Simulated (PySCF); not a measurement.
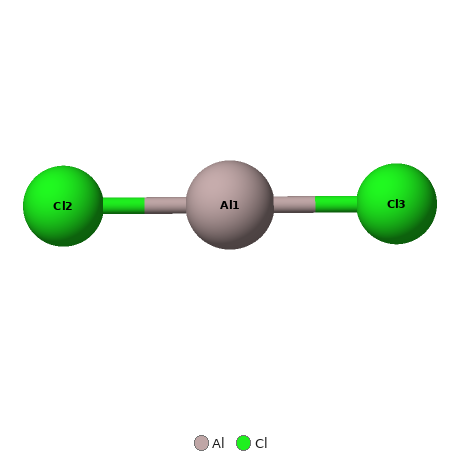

Rigid scan of AlCl₂⁺, singlet, from a minimum of the shape that electron-pair counting expects: all bonds to atom 1 scaled (atom 1 is the central atom). PBE0/def2-TZVP with PySCF 2.14.0, restricted determinant, no spin-orbit coupling; energies counted from the minimum. Splines pass through the computed points, which are marked.

**What does it cost to go to either end of the scan?**

193.3 kJ/mol at 0.88 and 434.3 kJ/mol at 1.35.

**Give the computed values.**

In kJ/mol:
```tsv
scale of the bond length	PBE0
0.88	193.3
0.92	75.4
0.96	16.6
1.00	0.0
1.04	13.1
1.08	46.6
1.14	120.7
1.22	239.9
1.35	434.3
```

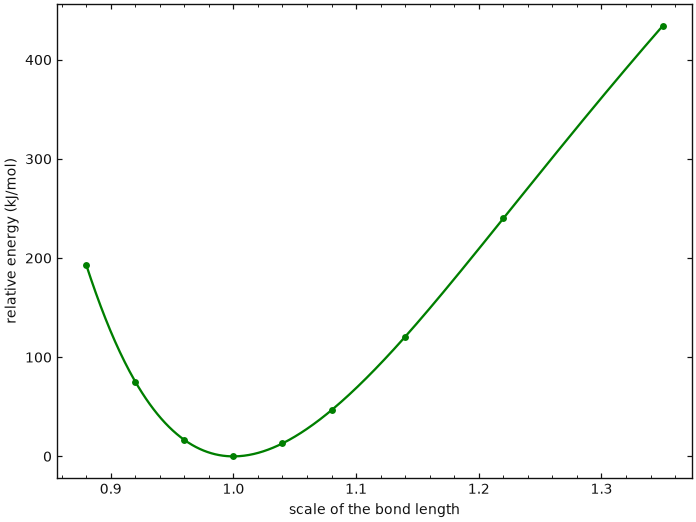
